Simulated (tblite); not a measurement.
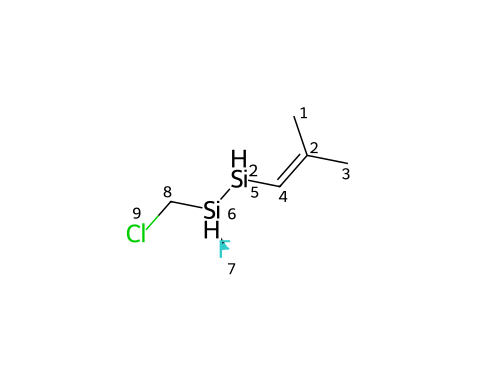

Skeletal drawing with numbered atoms; wedges and dashes mark any stereocentres. The configuration is that of a computed structure (GFN2-xTB).

**Give the R/S and E/Z labels.**

Si6: R.

**Write the isomeric SMILES.**

CC(C)=C[SiH2][Si@@H](F)CCl
